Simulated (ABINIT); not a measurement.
# SiC (F-43m): G0W0 on several meshes in ABINIT, part 2 of 2

Aim: the GW shift of SiC (F-43m) against the k mesh.

ABINIT 10.8.3; LDA and many-body steps on it, plane waves. Known limits of the many-body steps: not at the basis limit.

So far. Step 4 (6×6×6): The gap on the mesh goes from 1.33 eV to 2.23 eV, a correction of +0.90 eV. Step 5 (Empty states on the mesh, 8×8×8 mesh, 116 bands): On this mesh the gap is 1.327 eV.

### Step 7. 8×8×8

This step: G0W0 on LDA, plane waves, norm-conserving pseudopotentials.

run.abi

```
acell 3*1.0 Angstrom
rprim 
  -0.000000000000 2.179000000000 2.179000000000
  2.179000000000 -0.000000000000 2.179000000000
  2.179000000000 2.179000000000 -0.000000000000
ntypat 2
znucl 14 6
natom 2
typat 1 2
xred 
  0.000000000000 0.000000000000 0.000000000000
  0.250000000000 0.250000000000 0.250000000000
pp_dirpath "pseudos"
pseudos "Si.upf, C.upf"
ecut 37
ngkpt 8 8 8
nshiftk 1
shiftk 0 0 0
kptopt 1
chksymbreak 0
istwfk *1
occopt 1
irdwfk 1
optdriver 4
nband 108
gwcalctyp 0
ecutsigx 37
symsigma 1
nkptgw 3
kptgw 
  0.0000000000 0.0000000000 0.0000000000
  0.5000000000 0.5000000000 0.0000000000
  0.5000000000 0.0000000000 0.0000000000
bdgw 
  2 8
  3 6
  3 7
ecuteps 7.48
irdscr 1
ppmodel 1
indata_prefix "in"
outdata_prefix "out"
tmpdata_prefix "tmp"
```

Command:

```console
> OMP_NUM_THREADS=1 mpirun -n 4 abinit run.abi > log
```

The program printed:

```text
.Version 10.8.3 of ABINIT. v10.8.2 released Aug 2026.

 Symmetries : space group F-4 3 m (#216); Bravais cF (face-center cubic)
[... echo of the input left out ...]
== DATASET  1 ==================================================================
-   mpi_nproc: 4, omp_nthreads: 1 (-1 if OMP is not activated)

--- !DatasetInfo
iteration_state: {dtset: 1, }
dimensions: {natom: 2, nkpt: 29, mband: 108, nsppol: 1, nspinor: 1, nspden: 1, mpw: 1524, }
cutoff_energies: {ecut:  37.0, pawecutdg:  -1.0, }
electrons: {nelect:   8.00000000E+00, charge:   0.00000000E+00, occopt:   1.00000000E+00, tsmear:   1.00000000E-02, }

 SIGMA: Calculation of the GW corrections

 Based on a program developped by R.W. Godby, V. Olevano, G. Onida, and L. Reining.
 Incorporated in ABINIT by V. Olevano, G.-M. Rignanese, and M. Torrent.
.Using double precision arithmetic ; gwpc =  8

[... cell and pseudopotentials left out ...]
--------------------------------------------------------------------------------

 ==== K-mesh for the wavefunctions ====
 Number of points in the irreducible wedge :    29
[... list of points left out ...]
 Together with 24 symmetry operations and time-reversal symmetry
 yields   512 points in the full Brillouin Zone.

 ==== Q-mesh for screening function ====
 Number of points in the irreducible wedge :    29
[... list of points left out ...]
 Together with 24 symmetry operations and time-reversal symmetry
 yields   512 points in the full Brillouin Zone.

 vcoul_init : cutoff-mode = AUXILIARY_FUNCTION
 q-points for optical limit:   1
     1)      0.000010    0.000020    0.000030
 setmesh: FFT mesh size selected  =    32x   32x   32
          total number of points  =        32768

 Number of electrons calculated from density =    8.0000; Expected =    8.0000
[...]
number of plane-waves for wavefunctions          1459
 number of bands                                   108
 number of q-points in IBZ                          29
 number of frequencies                               2
 number of real frequencies                          1
 number of imag frequencies                          1

 matrix elements of self-energy operator (all in [eV])

 Perturbative Calculation

--- !SelfEnergy_ee
iteration_state: {dtset: 1, }
kpoint     : [   0.000,    0.000,    0.000, ]
spin       : 1
KS_gap     :    6.285
QP_gap     :    7.254
Delta_QP_KS:    0.969
data: !SigmaeeData |
     Band     E0 <VxcDFT>   SigX SigC(E0)      Z dSigC/dE  Sig(E)    E-E0       E
        2   7.107 -14.822 -17.509   1.864   0.791  -0.264 -15.474  -0.652   6.455
        3   7.107 -14.822 -17.509   1.864   0.791  -0.264 -15.474  -0.652   6.455
        4   7.107 -14.822 -17.509   1.864   0.791  -0.264 -15.474  -0.652   6.455
[...]
--- !SelfEnergy_ee
iteration_state: {dtset: 1, }
kpoint     : [   0.500,    0.500,    0.000, ]
spin       : 1
KS_gap     :    4.526
QP_gap     :    5.686
Delta_QP_KS:    1.160
data: !SigmaeeData |
     Band     E0 <VxcDFT>   SigX SigC(E0)      Z dSigC/dE  Sig(E)    E-E0       E
[...]
--- !SelfEnergy_ee
iteration_state: {dtset: 1, }
kpoint     : [   0.500,    0.000,    0.000, ]
spin       : 1
KS_gap     :    6.446
QP_gap     :    7.549
Delta_QP_KS:    1.103
data: !SigmaeeData |
     Band     E0 <VxcDFT>   SigX SigC(E0)      Z dSigC/dE  Sig(E)    E-E0       E
[...]
6  14.259 -11.098  -5.468  -5.097   0.809  -0.237 -10.667   0.431  14.690
        7  14.259 -11.098  -5.468  -5.097   0.809  -0.237 -10.667   0.431  14.690

== END DATASET(S) ==============================================================
================================================================================

 -outvars: echo values of variables after computation  --------
           etotal      0.0000000000E+00
            nband         108
             nkpt          29
          spgroup         216
 [... the other variables as echoed above ...]

 Calculation completed.
```

Wall time 27 s (4 MPI ranks of Arm Neoverse V1, shared host); peak memory 1.2 GiB; 1.7 min of CPU time.

Numbers from this step:

```
G0W0 gap on the points computed              : 2.231 eV
starting gap on the mesh                     : 1.327 eV
k of the valence top                         : 0, 0, 0
k of the conduction bottom                   : 0.5, 0.5, 0
Z at the valence top                         : 0.791
Z at the conduction bottom                   : 0.819
least direct G0W0 gap on the computed points : 5.686 eV
```

Against G0W0 in ABINIT (6×6×6 mesh, 108 bands, screening to 203.5 eV, Godby-Needs plasmon pole), the gap moves by +0.004 eV.

### Step 8. Empty states on the mesh, 10×10×10 mesh, 116 bands

This step: DFT, LDA, plane waves, norm-conserving pseudopotentials.

run.abi

```
acell 3*1.0 Angstrom
rprim 
  -0.000000000000 2.179000000000 2.179000000000
  2.179000000000 -0.000000000000 2.179000000000
  2.179000000000 2.179000000000 -0.000000000000
ntypat 2
znucl 14 6
natom 2
typat 1 2
xred 
  0.000000000000 0.000000000000 0.000000000000
  0.250000000000 0.250000000000 0.250000000000
pp_dirpath "pseudos"
pseudos "Si.upf, C.upf"
ecut 37
ngkpt 10 10 10
nshiftk 1
shiftk 0 0 0
kptopt 1
chksymbreak 0
irdden 1
istwfk *1
nband 116
prtvol 0
optdriver 6
gwr_task "HDIAGO"
paral_kgb 0
occopt 1
indata_prefix "in"
outdata_prefix "out"
tmpdata_prefix "tmp"
```

The program printed:

```text
[banner, memory and clock lines left out]
.Version 10.8.3 of ABINIT. v10.8.2 released Aug 2026.

 Symmetries : space group F-4 3 m (#216); Bravais cF (face-center cubic)
[... echo of the input left out ...]
== DATASET  1 ==================================================================
-   mpi_nproc: 4, omp_nthreads: 1 (-1 if OMP is not activated)

--- !DatasetInfo
iteration_state: {dtset: 1, }
dimensions: {natom: 2, nkpt: 47, mband: 116, nsppol: 1, nspinor: 1, nspden: 1, mpw: 1524, }
cutoff_energies: {ecut:  37.0, pawecutdg:  -1.0, }
[...]
Integrated=    8.0000E+00

 === KS gaps after direct diagonalization ===
 Indirect band gap semiconductor
 Fundamental gap:     1.327 (eV)
   VBM:     7.107 (eV) at k: [ 0.0000E+00,  0.0000E+00,  0.0000E+00]
   CBM:     8.434 (eV) at k: [ 5.0000E-01,  5.0000E-01,  0.0000E+00]
 Direct gap:         4.526 (eV) at k: [ 5.0000E-01,  5.0000E-01,  0.0000E+00]

== END DATASET(S) ==============================================================

 -outvars: echo values of variables after computation  --------
           etotal      0.0000000000E+00
            nband         116
             nkpt          47
          spgroup         216
 [... the other variables as echoed above ...]

 Calculation completed.
```

It took 40 s on 4 MPI ranks; peak memory 0.71 GiB.

Numbers from this step:

* gap: 1.327 eV
* k of the valence top: 0, 0, 0
* k of the conduction bottom: 0.5, 0.5, 0
* least direct gap: 4.526 eV
* k points computed: 47
* lowest point of the top converged band, above the valence top: 146.3064 eV

On this mesh the gap is 1.327 eV.

### Step 9. Screening, 10×10×10 mesh, 108 bands, screening to 203.5 eV

This step: RPA screening on LDA, plane waves, norm-conserving pseudopotentials.

run.abi: that of step 8 with these lines changed.

```diff
@@ -20,10 +20,11 @@
 chksymbreak 0
-irdden 1
 istwfk *1
-nband 116
-prtvol 0
-optdriver 6
-gwr_task "HDIAGO"
-paral_kgb 0
 occopt 1
+irdwfk 1
+optdriver 3
+nband 108
+ecuteps 7.48
+inclvkb 2
+awtr 1
+symchi 1
 indata_prefix "in"
```

The program printed:

```text
.Version 10.8.3 of ABINIT. v10.8.2 released Aug 2026.

 Symmetries : space group F-4 3 m (#216); Bravais cF (face-center cubic)
[... echo of the input left out ...]
== DATASET  1 ==================================================================
-   mpi_nproc: 4, omp_nthreads: 1 (-1 if OMP is not activated)

--- !DatasetInfo
iteration_state: {dtset: 1, }
dimensions: {natom: 2, nkpt: 47, mband: 108, nsppol: 1, nspinor: 1, nspden: 1, mpw: 1524, }
cutoff_energies: {ecut:  37.0, pawecutdg:  -1.0, }
[...]
--------------------------------------------------------------------------------
[... chi0 elements left out ...]
 For q-point:  0.000010 0.000020 0.000030
  dielectric constant =   6.6620
  dielectric constant without local fields =   7.2956

  Average fulfillment of the sum rule on Im[epsilon] for q-point    1 :     92.46  [%]
[... wings left out ...]
  q-point number  2        q = ( 0.100000, 0.000000, 0.000000) [r.l.u.]
--------------------------------------------------------------------------------
[... chi0 elements left out ...]
  Average fulfillment of the sum rule on Im[epsilon] for q-point    2 :     96.74  [%]

 [... 45 further q-points ...]
```

The job ended after 11 min (4 MPI ranks; peak memory 2 GiB).

This step gave:

```yaml
eps_infinity_with_local_fields_on_this_mesh_along_the_program_s_q_direction: 6.662
the_same_without_local_fields: 7.296
plasma_frequency: 23.09 eV
plane_waves_in_the_screening_matrix: 137
```

### Step 10. 10×10×10

This step: G0W0 on LDA, plane waves, norm-conserving pseudopotentials.

run.abi: that of step 9 with these lines changed.

```diff
@@ -23,8 +23,19 @@
 irdwfk 1
-optdriver 3
+optdriver 4
 nband 108
+gwcalctyp 0
+ecutsigx 37
+symsigma 1
+nkptgw 3
+kptgw 
+  0.0000000000 0.0000000000 0.0000000000
+  0.5000000000 0.5000000000 0.0000000000
+  0.5000000000 0.0000000000 0.0000000000
+bdgw 
+  2 8
+  3 6
+  3 7
 ecuteps 7.48
-inclvkb 2
-awtr 1
-symchi 1
+irdscr 1
+ppmodel 1
 indata_prefix "in"
```

The program printed:

```text
.Version 10.8.3 of ABINIT. v10.8.2 released Aug 2026.

 Symmetries : space group F-4 3 m (#216); Bravais cF (face-center cubic)
[... echo of the input left out ...]
== DATASET  1 ==================================================================
-   mpi_nproc: 4, omp_nthreads: 1 (-1 if OMP is not activated)

--- !DatasetInfo
iteration_state: {dtset: 1, }
dimensions: {natom: 2, nkpt: 47, mband: 108, nsppol: 1, nspinor: 1, nspden: 1, mpw: 1524, }
cutoff_energies: {ecut:  37.0, pawecutdg:  -1.0, }
[...]
Band     E0 <VxcDFT>   SigX SigC(E0)      Z dSigC/dE  Sig(E)    E-E0       E
[...]
6  14.259 -11.098  -5.474  -5.091   0.810  -0.235 -10.667   0.431  14.690
        7  14.259 -11.098  -5.474  -5.091   0.810  -0.235 -10.667   0.431  14.690

== END DATASET(S) ==============================================================
================================================================================

 -outvars: echo values of variables after computation  --------
           etotal      0.0000000000E+00
            nband         108
             nkpt          47
          spgroup         216
 [... the other variables as echoed above ...]

 Calculation completed.
```

Elapsed: 43 s, on 4 MPI ranks; peak memory 1.9 GiB; 2.8 min of CPU time.

This step gave:

```
G0W0 gap on the points computed              : 2.229 eV
starting gap on the mesh                     : 1.327 eV
k of the valence top                         : 0, 0, 0
k of the conduction bottom                   : 0.5, 0.5, 0
least direct G0W0 gap on the computed points : 5.68 eV
```

Against G0W0 in ABINIT (6×6×6 mesh, 108 bands, screening to 203.5 eV, Godby-Needs plasmon pole), the gap moves by +0.002 eV.

### Step 11. The runs together

Times are wall times on 4 MPI ranks of Arm Neoverse V1, shared host. The host was busy with other work, so they are no guide to cost. A run's time includes the screening step that it read.

```tsv
run	mesh	bands	screening cutoff (eV)	DFT gap (eV)	gap on the mesh (eV)	direct (eV)	ε∞ used	time
6×6×6	6×6×6	108	203.5	1.327	2.227	5.683	7.20	54 s
8×8×8	8×8×8	108	203.5	1.327	2.231	5.686	6.77	3.7 min
10×10×10	10×10×10	108	203.5	1.327	2.229	5.680	6.66	12 min
```

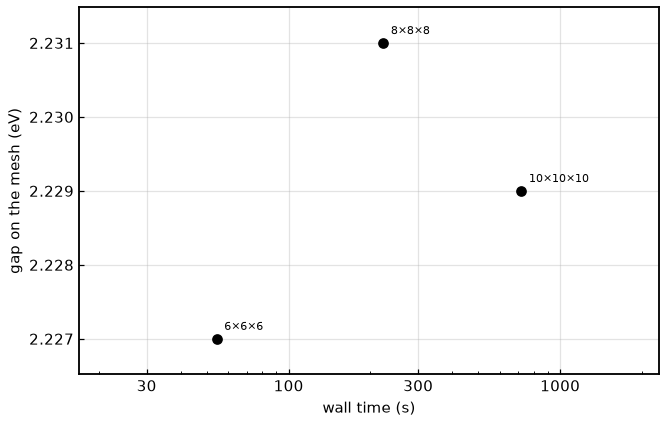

Result against wall time.

### Step 12. Outcome

```json
{
  "6×6×6": "2.227 eV",
  "8×8×8": "2.231 eV",
  "10×10×10": "2.229 eV",
  "known limits": "not at the basis limit"
}
```

What this shows: 8×8×8: +0.004 eV against 6×6×6. 10×10×10: +0.002 eV against 6×6×6. Bands and cutoff are finite, so the gap is not at the basis limit. The miss can reach some tenths of an eV and take either sign; the mesh is an error of its own. In the G0W0 runs levels were corrected at 3 k points alone, so a gap called «on the mesh» is the least over those, and an edge elsewhere would be missed.

[Paths, hosts, dates, memory and timing lines, banners, echoed tables and standing remarks are left out of the program output.]

[Logs are printed without paths, hosts, clocks, repeated set-up lines and the standing remarks that a program may print on its own settings, such as how far it seeks lower states.]

[Runs of the session that timed out or met a known fault of the program may be left out.]

[Hosts, paths, dates, database ids (printed as entryN), source tags and the programs' standing remarks are cut or masked in the printed files.]

[G0W0 gaps are taken among the corrected bands and points alone; a level outside them can change the order at an edge.]

[Where Ansatz stands beside ABINIT at settings called matched, ABINIT's density can come from a denser mesh and the files from another edition; pairs whose starting gaps differed by over 0.03 eV were left out, so agreement reads better than it is.]
